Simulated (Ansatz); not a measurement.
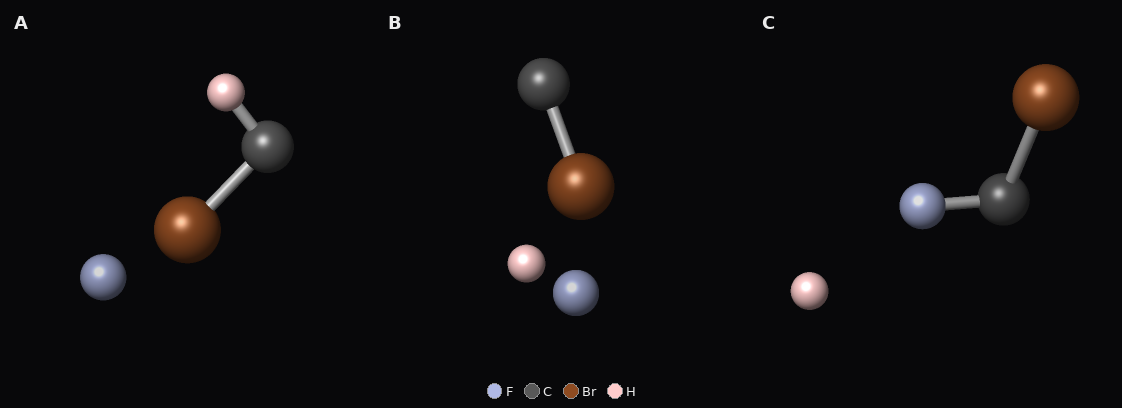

3 stationary structures of one formula. Charge −1, singlet. Geometries: PBE-D4/def2-SVPD. Electronic energies: PBE-D4/def2-SVPD (Ansatz 0.2.0), without zero-point energy. No frequency run is at hand to confirm each as a minimum.

> Rank them by energy, lowest first.

A is lowest (C1); C lies 1.766 eV above it (C1), B lies 3.037 eV above it (C1).
